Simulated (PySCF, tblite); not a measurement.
# CH₁₀ClNSi₃: a rotation path, then NMR shifts on frames, part 2 of 2

tblite 0.8.0 and PySCF 2.14.0. Atoms count from 0. Earlier steps stand in the parts before.

### 5 Shielding tensors: image 4, PBE0/pcSseg-1

Job settings and geometry (Å):

```
{"job": {"kind": "nmr", "xc": "PBE0", "basis": "pcSseg-1", "pop": false}, "charge": 0, "multiplicity": 1}
N      2.247800    -0.051500    -0.697300
Si     1.279600    -0.740800     0.545900
C     -0.402500     0.182100     0.571100
Si    -1.887800    -1.006800     0.537500
Si    -0.586300     1.553400    -0.725800
Cl     0.747500     3.032600    -0.408600
H      3.218400    -0.306100    -0.768400
H      1.862700     0.099400    -1.614100
H      2.031800    -0.509600     1.783500
H      1.043300    -2.190000     0.396500
H     -0.445400     0.677300     1.546600
H     -1.964900    -1.670400    -0.765600
H     -1.748000    -2.018400     1.588100
H     -3.134200    -0.269900     0.764800
H     -1.908600     2.179600    -0.681900
H     -0.361100     1.048200    -2.083800
```

With the program's defaults for keys left out, this is: GIAO PBE0/pcSseg-1 NMR shielding, non-relativistic, gas phase.

Standard output:

```text
coarse grid: 14848 points
cycle   1  E = -1426.8370550993  dE =  2.654e-01  |g| = 5.355e-01  |ddm| = 3.594e+00
cycle   2  E = -1426.7985440924  dE =  3.851e-02  |g| = 6.706e-01  |ddm| = 1.117e+00
cycle   3  E = -1426.9016111368  dE = -1.031e-01  |g| = 6.002e-02  |ddm| = 6.983e-01
cycle   4  E = -1426.9023759150  dE = -7.648e-04  |g| = 2.374e-02  |ddm| = 8.907e-02
cycle   5  E = -1426.9024983132  dE = -1.224e-04  |g| = 3.750e-03  |ddm| = 2.777e-02
cycle   6  E = -1426.9025014850  dE = -3.172e-06  |g| = 1.331e-03  |ddm| = 5.982e-03
final grid: 123448 points
cycle   7  E = -1426.9311052747  dE = -2.003e-05  |g| = 7.091e-03  |ddm| = 2.037e-02
cycle   8  E = -1426.9310953374  dE =  9.937e-06  |g| = 9.328e-03  |ddm| = 1.462e-02
cycle   9  E = -1426.9311162232  dE = -2.089e-05  |g| = 6.642e-04  |ddm| = 8.716e-03
cycle  10  E = -1426.9311162978  dE = -7.457e-08  |g| = 1.564e-04  |ddm| = 7.836e-04
cycle  11  E = -1426.9311163039  dE = -6.061e-09  |g| = 4.185e-05  |ddm| = 2.208e-04
cycle  12  E = -1426.9311163042  dE = -3.556e-10  |g| = 1.612e-05  |ddm| = 5.486e-05
converged SCF energy = -1426.9311163042

GIAO shielding tensors (ppm)
atom      isotropic    diamagn.    paramagn.     s11        s22        s33       span
  0 N      255.481     317.650     -62.169    224.667    246.200    295.577     70.910
  1 Si     381.767     880.155    -498.388    346.399    371.235    427.667     81.268
  2 C      196.499     264.961     -68.462    189.103    192.009    208.385     19.282
  3 Si     425.632     880.107    -454.475    392.168    415.052    469.675     77.507
  4 Si     365.498     878.688    -513.190    304.006    376.386    416.103    112.097
  5 Cl     966.744    1148.673    -181.929    913.818    941.494   1044.920    131.101
  6 H       31.519      29.380       2.139     23.671     26.408     44.478     20.807
  7 H       31.452      32.804      -1.351     23.864     30.217     40.276     16.411
  8 H       26.744      29.622      -2.878     23.662     24.562     32.008      8.345
  9 H       26.562      29.868      -3.307     22.194     25.871     31.620      9.426
 10 H       31.583      33.689      -2.106     27.062     28.828     38.860     11.798
 11 H       27.927      29.570      -1.643     24.306     26.216     33.258      8.952
 12 H       27.745      29.022      -1.276     23.966     25.680     33.589      9.623
 13 H       27.693      29.067      -1.374     23.736     25.775     33.566      9.830
 14 H       26.367      28.619      -2.252     21.254     25.890     31.956     10.701
 15 H       26.569      30.034      -3.465     23.478     25.069     31.162      7.684
```

It took 60 s on 1 thread, shared host.

This run: δ C2 -9.6, N0 12.2, Si4 -16.3, Si1 -32.6, H14 5.35, H9 5.16 ppm.

### 6 Nuclear shieldings: image 6, PBE0/pcSseg-1

Job settings and geometry (Å):

```
{"job": {"kind": "nmr", "xc": "PBE0", "basis": "pcSseg-1", "pop": false}, "charge": 0, "multiplicity": 1}
N      2.446900     0.146600    -0.338000
Si     1.229400    -0.857300     0.337000
C     -0.380800     0.169500     0.492300
Si    -1.902500    -0.948800     0.732800
Si    -0.676500     1.414700    -0.902700
Cl     0.697600     2.905900    -0.886600
H      3.404500    -0.159400    -0.361500
H      2.249500     0.744500    -1.122600
H      1.728500    -1.221300     1.667300
H      0.941300    -2.085400    -0.428400
H     -0.275200     0.746100     1.416500
H     -2.169400    -1.704200    -0.493000
H     -1.686600    -1.887000     1.836600
H     -3.082500    -0.130900     1.031800
H     -1.962200     2.102300    -0.778200
H     -0.569700     0.773700    -2.214700
```

With the program's defaults for keys left out, this is: GIAO PBE0/pcSseg-1 NMR shielding, non-relativistic, gas phase.

Standard output:

```text
coarse grid: 14848 points
cycle   1  E = -1426.8376543201  dE =  2.654e-01  |g| = 5.373e-01  |ddm| = 3.591e+00
cycle   2  E = -1426.7975416767  dE =  4.011e-02  |g| = 6.764e-01  |ddm| = 1.106e+00
cycle   3  E = -1426.9024270129  dE = -1.049e-01  |g| = 5.989e-02  |ddm| = 7.006e-01
cycle   4  E = -1426.9032059125  dE = -7.789e-04  |g| = 2.317e-02  |ddm| = 8.995e-02
cycle   5  E = -1426.9033214998  dE = -1.156e-04  |g| = 3.883e-03  |ddm| = 2.714e-02
cycle   6  E = -1426.9033250888  dE = -3.589e-06  |g| = 1.258e-03  |ddm| = 6.355e-03
final grid: 123448 points
cycle   7  E = -1426.9323784451  dE = -2.006e-05  |g| = 7.016e-03  |ddm| = 1.924e-02
cycle   8  E = -1426.9323686019  dE =  9.843e-06  |g| = 9.256e-03  |ddm| = 1.440e-02
cycle   9  E = -1426.9323891202  dE = -2.052e-05  |g| = 6.472e-04  |ddm| = 8.653e-03
cycle  10  E = -1426.9323891902  dE = -7.002e-08  |g| = 1.566e-04  |ddm| = 7.666e-04
cycle  11  E = -1426.9323891964  dE = -6.147e-09  |g| = 4.022e-05  |ddm| = 2.164e-04
cycle  12  E = -1426.9323891967  dE = -3.192e-10  |g| = 1.568e-05  |ddm| = 5.284e-05
converged SCF energy = -1426.9323891967

GIAO shielding tensors (ppm)
atom      isotropic    diamagn.    paramagn.     s11        s22        s33       span
  0 N      253.111     317.633     -64.521    216.545    246.803    295.986     79.442
  1 Si     382.745     880.038    -497.293    343.092    372.984    432.159     89.067
  2 C      193.843     264.887     -71.044    185.308    192.056    204.166     18.859
  3 Si     429.023     879.998    -450.976    398.544    414.382    474.143     75.599
  4 Si     363.698     878.939    -515.241    298.634    383.799    408.662    110.028
  5 Cl     967.979    1149.193    -181.214    913.761    941.282   1048.894    135.133
  6 H       31.520      29.242       2.278     23.458     26.635     44.466     21.008
  7 H       31.231      32.641      -1.411     22.011     29.867     41.815     19.804
  8 H       26.747      29.731      -2.985     23.061     25.017     32.161      9.100
  9 H       26.567      30.036      -3.469     22.264     25.837     31.600      9.336
 10 H       31.528      33.933      -2.405     26.982     28.845     38.758     11.776
 11 H       27.952      29.359      -1.407     24.360     26.163     33.331      8.971
 12 H       27.788      28.811      -1.023     23.951     25.733     33.681      9.730
 13 H       27.717      28.943      -1.226     23.834     25.773     33.543      9.708
 14 H       26.294      28.692      -2.397     21.022     25.997     31.864     10.843
 15 H       26.452      29.600      -3.148     22.654     25.412     31.289      8.635
```

It took 59 s on 1 thread, shared host.

Key values: δ C2 -6.9, N0 14.6, Si4 -14.5, Si1 -33.6, H14 5.42, H15 5.27 ppm.

### 7 NMR shieldings: image 8, PBE0/pcSseg-1

Job settings and geometry (Å):

```
{"job": {"kind": "nmr", "xc": "PBE0", "basis": "pcSseg-1", "pop": false}, "charge": 0, "multiplicity": 1}
N      2.534700     0.207100     0.145400
Si     1.206000    -0.881400     0.100700
C     -0.361500     0.174000     0.385700
Si    -1.851200    -0.895600     0.882600
Si    -0.795200     1.302800    -1.066400
Cl     0.699200     2.633200    -1.414500
H      3.469100    -0.153900     0.047300
H      2.456600     1.093800    -0.329000
H      1.439100    -1.810000     1.209000
H      1.023800    -1.649400    -1.144000
H     -0.139800     0.814400     1.244800
H     -2.220300    -1.791900    -0.214600
H     -1.527400    -1.686700     2.070700
H     -2.996300    -0.031200     1.188200
H     -1.977600     2.124200    -0.803200
H     -0.966800     0.559700    -2.314000
```

Method: GIAO PBE0/pcSseg-1 NMR shielding, non-relativistic, gas phase.

Standard output:

```text
coarse grid: 14848 points
cycle   1  E = -1426.8415270432  dE =  2.677e-01  |g| = 5.368e-01  |ddm| = 3.581e+00
cycle   2  E = -1426.7998816892  dE =  4.165e-02  |g| = 6.796e-01  |ddm| = 1.120e+00
cycle   3  E = -1426.9059375795  dE = -1.061e-01  |g| = 6.171e-02  |ddm| = 7.189e-01
cycle   4  E = -1426.9067890662  dE = -8.515e-04  |g| = 2.246e-02  |ddm| = 9.318e-02
cycle   5  E = -1426.9068950654  dE = -1.060e-04  |g| = 4.004e-03  |ddm| = 2.603e-02
cycle   6  E = -1426.9068989112  dE = -3.846e-06  |g| = 1.313e-03  |ddm| = 6.458e-03
final grid: 123448 points
cycle   7  E = -1426.9353472860  dE = -1.980e-05  |g| = 7.024e-03  |ddm| = 1.937e-02
cycle   8  E = -1426.9353374109  dE =  9.875e-06  |g| = 9.279e-03  |ddm| = 1.477e-02
cycle   9  E = -1426.9353580765  dE = -2.067e-05  |g| = 6.650e-04  |ddm| = 8.798e-03
cycle  10  E = -1426.9353581528  dE = -7.630e-08  |g| = 1.568e-04  |ddm| = 8.061e-04
cycle  11  E = -1426.9353581589  dE = -6.082e-09  |g| = 4.031e-05  |ddm| = 2.153e-04
cycle  12  E = -1426.9353581592  dE = -3.333e-10  |g| = 1.572e-05  |ddm| = 5.359e-05
converged SCF energy = -1426.9353581592

GIAO shielding tensors (ppm)
atom      isotropic    diamagn.    paramagn.     s11        s22        s33       span
  0 N      254.470     317.536     -63.066    217.676    246.646    299.088     81.412
  1 Si     379.365     880.241    -500.876    338.602    366.983    432.509     93.907
  2 C      191.812     265.153     -73.341    184.034    186.819    204.583     20.548
  3 Si     429.185     879.994    -450.809    395.652    415.702    476.202     80.551
  4 Si     359.682     878.885    -519.204    301.977    373.198    403.870    101.893
  5 Cl     973.937    1149.510    -175.573    910.525    954.788   1056.498    145.973
  6 H       31.741      29.211       2.531     23.702     26.641     44.881     21.178
  7 H       30.623      32.611      -1.988     19.866     28.854     43.150     23.284
  8 H       26.793      30.019      -3.226     22.708     25.541     32.129      9.420
  9 H       26.556      30.398      -3.842     23.337     24.974     31.357      8.019
 10 H       31.702      34.471      -2.769     26.874     29.580     38.653     11.779
 11 H       27.958      29.184      -1.226     24.321     26.153     33.399      9.078
 12 H       27.665      28.923      -1.258     23.756     25.681     33.559      9.803
 13 H       27.685      28.889      -1.204     23.735     25.817     33.501      9.766
 14 H       26.300      28.641      -2.341     21.188     25.814     31.898     10.710
 15 H       26.492      29.163      -2.670     22.322     25.596     31.559      9.237
```

It took 56 s on 1 thread, shared host.

Key values: δ C2 -4.9, N0 13.3, Si4 -10.5, Si1 -30.2, H14 5.42, H15 5.22 ppm.

### 8 Side by side: NMR shifts

Shifts (ppm) of some atoms, chosen among heavy atoms and hydrogens apart, with basis size and wall time:

```tsv
frame	C2	H7	H10	N0	Si4	Si3	Cl5	functions	time
image 0	-4.8	-0.02	-0.62	8.7	-15.3	-79.2	-40	180	67 s
image 2	-7.3	0.04	-0.33	10.6	-16.8	-74.9	-42	180	64 s
image 4	-9.6	0.26	0.13	12.2	-16.3	-76.5	-17	180	60 s
image 6	-6.9	0.49	0.19	14.6	-14.5	-79.9	-18	180	59 s
image 8	-4.9	1.09	0.01	13.3	-10.5	-80.0	-24	180	56 s
```

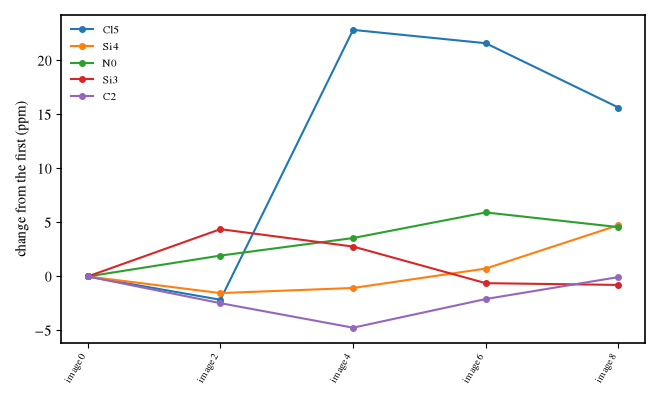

How five of the tabulated atoms move from run to run.

### 9 Outcome

The summary covers parts 1 to 2.

| quantity | value |
| --- | --- |
| lowest and highest image | -0.024 and 0.100 eV |
| 13C shifts against TMS (PBE0/pcSseg-1, image 0) | -4.8 ppm |
| 1H shifts against TMS (PBE0/pcSseg-1, image 0) | 5.39, 5.28, 5.17, 5.11, 4.14, 4.14, 3.84, 0.07, -0.02, -0.62 ppm |
| 15N shifts against NH3 (PBE0/pcSseg-1, image 0) | 8.7 ppm |
| 29Si shifts against TMS (PBE0/pcSseg-1, image 0) | -15.3, -34.8, -79.2 ppm |
| 35Cl shifts against HCl (PBE0/pcSseg-1, image 0) | -40 ppm |
| range of the shift of Cl5 | -42 to -17 ppm |

What this shows: The band dips 0.5 kcal/mol below its start, so the start is not the lowest point of the turn; from the lowest image the climb to the highest is 2.8 kcal/mol (GFN2-xTB, rough). Shifts at one fixed geometry are not the observed spectrum, which averages over the motion. In the first frame run (image 0): The largest span, 133 ppm, is at Cl5, where the paramagnetic term is -159 ppm. In ppm, Cl5 moves most: its shift spreads over 25 ppm, from -42 (image 2) to -17 (image 4).
